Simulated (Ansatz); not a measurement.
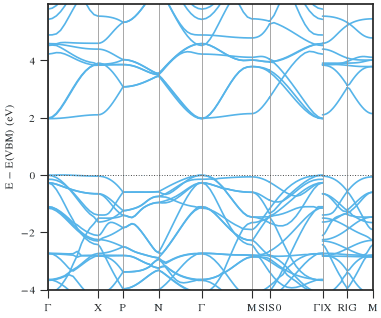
Band structure from PBEsol in the plane-wave PAW code Ansatz

**Question.** Read off the gap and where the band edges lie.

**Answer.** About 2.0 eV (1.97 eV by a search for the band edges); maximum on the Γ–X line, 27 % of the way from Γ, minimum at Γ.

The material is SrTiO$_{3}$ in space group I4/mcm (No. 140; Sr on 4b, Ti on 4c, O on 8h, O on 4a).

The first step of the workflow began from a Materials Project structure, measured or hypothetical; the Crystallography Open Database files this formula in space group No. 140, but the cells were not matched. It is not the phase usual at ambient conditions (space group No. 221). The cell was relaxed with PBEsol under the symmetry of its start. At this level the phase is dynamically unstable (imaginary phonons). No spin polarisation was allowed. Scalar-relativistic: spin–orbit coupling is off unless named, which matters more the heavier the elements.

Potentials: the later of the program's two PAW sets.
